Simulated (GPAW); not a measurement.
# Be K ELNES/XANES of Be (Beryllium, P6_3/mmc) from DFT, part 3 of 3

What does one-electron theory with a core hole give for the Be K edge of Be (Beryllium, P6_3/mmc)?

GPAW 26.7.0; X-ray absorption from dipole matrix elements to empty bands, plane-wave PAW PBE.

So far. Step 5 (Spectrum with XCH, Be atom 1): Main maxima below 24 eV (height): 0.9 eV (1.12), 4.9 eV (1.40), 8.1 eV (1.32), 12.6 eV (1.67) and 22.0 eV (0.42).  Step 5 (Spectrum with XCH, Be atom 1): The total-energy difference is 116.54 eV. One term is added: -4.47 eV, since the hole is spin-paired here and a spin-polarised one costs that much less in the free atom (computed apart). The photon energy is then 112.07 eV. The tabulated edge of the element is 111.5 eV.

## Step 8: Spectrum with XCH, Be atom 1

A test of how far the result depends on this setting.

Changed against the first core-hole run: broadening from Gaussian full width 0.9 eV up to 4 eV, rising linearly to 3.5 eV at 25 eV to Gaussian full width 0.5 eV up to 4 eV, rising linearly to 1.5 eV at 25 eV.

xas.py

```python
import numpy as np
from ase import Atoms
from ase.parallel import parprint, paropen
from gpaw import GPAW, PW, FermiDirac, Mixer, MixerDif, setup_paths
from gpaw.test import gen
setup_paths.insert(0, '.')
gen('Be', name='fch1s', xcname='PBE', corehole=(1, 0, 1), write_xml=True)
from gpaw.mpi import world
world.barrier()

atoms = Atoms('Be16',
    cell=[[0, -3.95825571, -3.5842],
     [0, 3.95825571, -3.5842],
     [4.5706, 0, 3.5842]],
    scaled_positions=[[0.66666667, 0.83333333, 0.25],
     [0.16666667, 0.33333333, 0.25],
     [0.91666667, 0.08333333, 0.75],
     [0.54166667, 0.20833333, 0.5],
     [0.29166667, 0.95833333, 0],
     [0.41666667, 0.58333333, 0.75],
     [0.04166667, 0.70833333, 0.5],
     [0.79166667, 0.45833333, 0],
     [0.70833333, 0.04166667, 0],
     [0.20833333, 0.54166667, 0],
     [0.95833333, 0.29166667, 0.5],
     [0.58333333, 0.41666667, 0.25],
     [0.33333333, 0.16666667, 0.75],
     [0.45833333, 0.79166667, 0.5],
     [0.08333333, 0.91666667, 0.25],
     [0.83333333, 0.66666667, 0.75]],
    pbc=True)
atoms.calc = calc = GPAW(legacy_gpaw=True, mode=PW(430, force_complex_dtype=True), xc='PBE', setups={0: 'fch1s'},
    kpts={'size': (6, 6, 6), 'gamma': True}, occupations=FermiDirac(0.1),
    charge=-1, mixer=Mixer(0.1, 5, 50), maxiter=150,
    convergence={'density': 0.0001, 'eigenstates': 1e-6}, txt='scf.txt')
energy = atoms.get_potential_energy() + calc.get_reference_energy()
ef = calc.get_fermi_level()
out = dict(energy=energy, fermi=ef, forces=atoms.get_forces().tolist())
parprint(f'all-electron energy {energy:.4f} eV, Fermi level {ef:.4f} eV')
ev = np.array([[calc.get_eigenvalues(k, s) for k in range(len(calc.get_ibz_k_points()))] for s in range(calc.get_number_of_spins())])
out['homo'], out['lumo'], out['counts'] = ev[ev < ef].max(), ev[ev > ef].min(), sorted(set((ev < ef).sum((0, 2)).tolist()))
out['filled'] = (ev[:, 0] < ef).sum(1).tolist()

from ase.units import Ha
from gpaw.xas import dipole_matrix_elements
nb = int(calc.get_number_of_electrons() / 2) + 80
top, nb = nb, nb + 8 + nb // 12
nscf = calc.fixed_density(kpts={'size': (7, 7, 7), 'gamma': True}, nbands=nb,
    convergence={'bands': top, 'eigenstates': 5e-3}, maxiter=60, txt='nscf.txt')
cell = atoms.cell.array
ops = [cell.T @ U.T @ np.linalg.inv(cell.T) for U in nscf.wfs.kd.symmetry.op_scc]
E = np.arange(-6, 34, 0.1)
fwhm = np.interp(E, [4, 25], [0.5, 1.5])
Y, X, zero, highest = 0, 0, 1e9, 1e9
for spin in range(nscf.get_number_of_spins()):
    wfs = nscf.wfs
    mine = wfs.bd.get_slice()  # this rank's bands
    A = dipole_matrix_elements(wfs.setups[0])
    eps = np.zeros((wfs.kd.nibzkpts, nb))
    d = np.zeros((3, A.shape[1], wfs.kd.nibzkpts, nb), complex)
    for kpt in wfs.kpt_u:
        if kpt.s == spin and 0 in kpt.P_ani:
            eps[kpt.k, mine] = kpt.eps_n * Ha
            d[:, :, kpt.k, mine] = (kpt.weight * wfs.nspins / 2) ** 0.5 * np.inner(A, kpt.P_ani[0])
    world.sum(eps)
    world.sum(d)
    T = np.einsum('amkn,bmkn->abkn', d, d.conj()).real
    T = sum(np.einsum('ai,ijkn,bj->abkn', R, T, R) for R in ops) / len(ops)
    empty = eps > ef
    zero, highest = min(zero, eps[empty].min()), min(highest, eps[:, top - 1].min())
    lines = [(eps, T, empty)] if spin == 0 else lines + [(eps, T, empty)]
for eps, T, empty in lines:
    f = np.einsum('aakn->akn', T).reshape(3, -1)
    x = eps.ravel() - zero
    w = np.interp(x, E, fwhm) / 2.35482
    g = np.exp(-0.5 * ((E[:, None] - x) / w) ** 2) / (w * (2 * np.pi) ** 0.5)
    Y = Y + (f * empty.ravel()) @ g.T
    X = X + (f * ~empty.ravel()) @ g.T
out.update(E=E.round(2).tolist(), xas=Y.tolist(), xes=X.tolist(), zero=zero, valid=highest - zero, nk=len(eps), nb=nb)
for i in range(0, len(E), 10):
    parprint(f'{E[i]:7.2f}', *(f'{v:10.3e}' for v in Y[:, i]))
import json
with paropen('out.json', 'w') as f:
    json.dump(out, f)
```

Started as:

```sh
> OMP_NUM_THREADS=1 mpirun -n 4 gpaw python xas.py
```

Numbers of over 12 decimals in the logs are rounded to 6 here.

What it wrote:

```text
Input parameters:
  charge: -1
  convergence: {density: 0.0001,
                eigenstates: 1e-06}
  kpts: {gamma: True,
         size: (6, 6, 6)}
  maxiter: 150
  mixer: {backend: pulay,
          beta: 0.1,
          method: separate,
          nmaxold: 5,
          weight: 50}
  mode: {ecut: 430.0,
         force_complex_dtype: True,
         name: pw}
  occupations: {fixmagmom: False,
[...]
*p    :     0.483020
*d    :     0.000000
--------------------------------

Diagonalizing with gridspacing h=0.050

state   all-electron     PAW
-------------------------------
2s:      -0.663003    -0.663196
2p:      -0.516980    -0.517463
*d:                   -0.086591
*f:                   -0.016912
-------------------------------
all-electron energy -6313.6080 eV, Fermi level 7.9694 eV
[...]
32.00  4.500e-04  4.369e-04  3.740e-04
  33.00  3.954e-04  3.986e-04  4.548e-04
[key lines of the parts left out:]
Converged after 15 iterations.
Dipole moment: (0.008874, 0.096279, -0.158906) |e|*Ang
Free energy:    -70.955290
Fermi level: 7.96942
```

Run time: 2.1 min. Hardware: 4 MPI ranks of AMD EPYC 9R14 (Zen 4), shared host; peak memory 0.66 GiB; 8.3 min of CPU time.

```tsv
E (eV)	first run	this run
-2.0	0.00	0.00
-1.0	0.00	0.00
0.0	0.41	0.31
1.0	1.10	1.24
2.0	0.90	1.00
3.0	0.96	1.06
4.0	1.03	0.89
5.0	1.39	1.46
6.0	1.23	1.26
7.0	1.20	1.16
8.0	1.32	1.34
9.0	1.30	1.31
10.0	1.21	1.18
11.0	1.24	1.13
12.0	1.56	1.59
13.0	1.62	1.81
14.0	1.21	1.23
15.0	0.77	0.71
16.0	0.51	0.43
17.0	0.39	0.42
18.0	0.32	0.33
19.0	0.26	0.18
20.0	0.30	0.24
21.0	0.38	0.42
22.0	0.42	0.52
23.0	0.38	0.39
24.0	0.34	0.28
25.0	0.33	0.28
26.0	0.36	0.35
```

Against the first run the r.m.s. difference is 9 %. The highest intensity below 16 eV goes from 12.6 eV (1.67) to 12.6 eV (2.00).

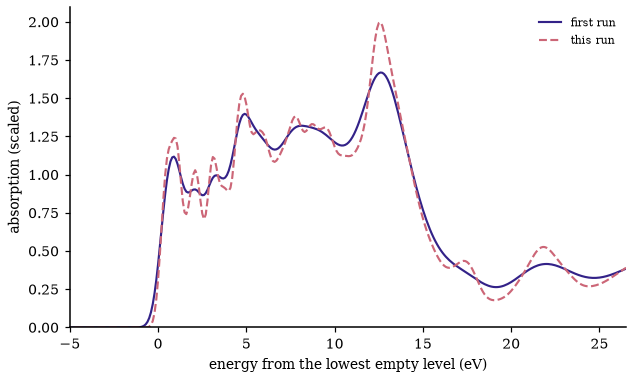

The effect of the change (broadening from Gaussian full width 0.9 eV up to 4 eV, rising linearly to 3.5 eV at 25 eV to Gaussian full width 0.5 eV up to 4 eV, rising linearly to 1.5 eV at 25 eV).

The photon energy of the zero moves by +0.00 eV.

## Step 9: What the core hole does

Both curves are counted from their own zero, so only the shift of weight within the empty states shows.

```tsv
E (eV)	no hole	XCH
-2.0	0.00	0.00
-1.0	0.00	0.00
0.0	0.13	0.41
1.0	0.34	1.10
2.0	0.73	0.90
3.0	0.52	0.96
4.0	0.58	1.03
5.0	0.56	1.39
6.0	0.76	1.23
7.0	0.86	1.20
8.0	0.82	1.32
9.0	0.99	1.30
10.0	1.01	1.21
11.0	1.00	1.24
12.0	0.99	1.56
13.0	1.21	1.62
14.0	1.72	1.21
15.0	2.14	0.77
16.0	2.06	0.51
17.0	1.55	0.39
18.0	1.05	0.32
19.0	0.68	0.26
20.0	0.49	0.30
21.0	0.48	0.38
22.0	0.56	0.42
23.0	0.59	0.38
24.0	0.53	0.34
25.0	0.45	0.33
26.0	0.41	0.36
```

With each curve scaled to its own mean, the area from −2 to 6 eV with the hole is 6.4 against 3.2, and the centre of weight from −1 to 20 eV moves by -3.0 eV: the hole pulls the absorber's empty states down.

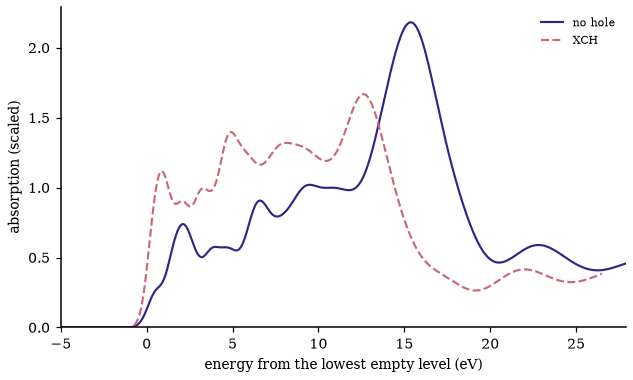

The Be K edge with and without the core hole, each from its own zero; the highest intensity below 16 eV lies at 12.6 eV with the hole.

## Step 10: Results

```
absorber and edge                               : Be K, atom 1 of the ground-state input (counted from 1)
surroundings                                    : 6 Be at 2.23 Å and 6 Be at 2.29 Å (anticuboctahedral, as in hcp, site symmetry -6m2)
highest intensity below 16 eV                   : 12.6 eV above the zero, height 1.67
photon energy of the zero, with the added terms : 112.1 eV (raw 116.5 eV; uncertain by a few eV)
```

The Be K edge of atom 1, with 6 Be at 2.23 Å and 6 Be at 2.29 Å (anticuboctahedral, as in hcp, site symmetry -6m2), has its highest intensity of the first 16 eV at 12.6 eV above the zero, near 125 eV in photon energy (uncertain by a few eV), 1.7 times the mean level of the first 20 eV (Gaussian full width 0.9 eV up to 4 eV, rising linearly to 3.5 eV at 25 eV). With each curve scaled to its own mean, the area from −2 to 6 eV with the hole is 6.4 against 3.2, and the centre of weight from −1 to 20 eV moves by -3.0 eV: the hole pulls the absorber's empty states down. A cell with holes 2.3 Å apart changes the curve by 24 % r.m.s. (24 % after the best shift). Changing the broadening from Gaussian full width 0.9 eV up to 4 eV, rising linearly to 3.5 eV at 25 eV to Gaussian full width 0.5 eV up to 4 eV, rising linearly to 1.5 eV at 25 eV alters the shape by 9 % r.m.s., a modest effect on the whole. At the Be K edge of atom 1 polarisation matters most near 5.5 eV, where the curves differ by 0.6 on this scale. The holes are only 5.3 Å apart, so the shape is probably not converged with cell size; no larger cell was run here. Lifetime broadening is put in by hand, and intensities beyond about 20 eV depend on it and on the partial waves; weight that the partial waves miss at high energy is lost. The structure is a published determination, not relaxed.

[Banner, clock and machine lines of the logs are left out without a mark of their own.]

[Logs are printed without paths, hosts, clocks, repeated set-up lines and the standing remarks that a program may print on its own settings, such as how far it seeks lower states.]

[Hosts, paths, dates, database ids (printed as entryN), source tags and the programs' standing remarks are cut or masked in the printed files.]

[Lists of maxima count a maximum above −3 eV only where it reaches 4 % of the highest in the window and stands out from its surroundings by 2 % of it (1.5 % where it reaches 55 %); shoulders and weaker maxima are passed over, and of the rest the first, up to two pre-edge ones and the few strongest are named.]
